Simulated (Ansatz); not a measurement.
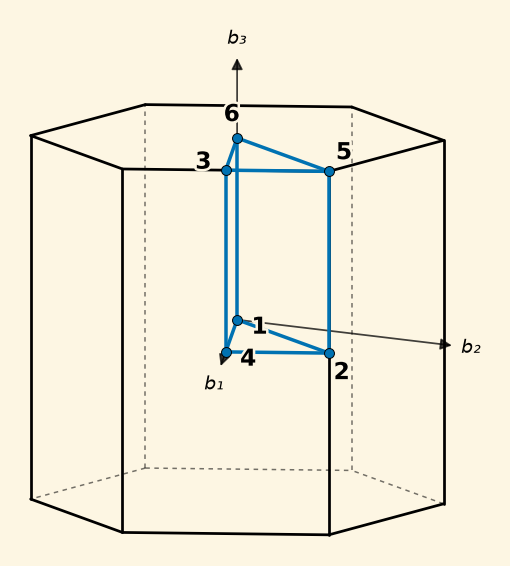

For Na₃Tl₂Cl, the end point of a relaxation with Ansatz, DFT PBE, scalar-relativistic, plane waves, PAW; the starting structure was generated, so it need not be a known form of this composition: the first Brillouin zone of a primitive hexagonal lattice (hP; extended symbol hP2) is drawn with its special points numbered. Symmetry computed with spglib at a tolerance of 0.002 Å; standard conventional cell.

a = 6.463 Å, b = 6.463 Å, c = 5.428 Å, α = 90.00°, β = 90.00°, γ = 120.00°.

Labels and path follow the convention of Hinuma et al. (2017), as computed by seekpath; the arrows show the directions of the reciprocal primitive vectors b₁, b₂, b₃, in which coordinates are given.

> Give the label and coordinates of each numbered point.

```tsv
no.	label	coordinates
1	Γ	(0, 0, 0)
2	K	(1/3, 1/3, 0)
3	L	(1/2, 0, 1/2)
4	M	(1/2, 0, 0)
5	H	(1/3, 1/3, 1/2)
6	A	(0, 0, 1/2)
```
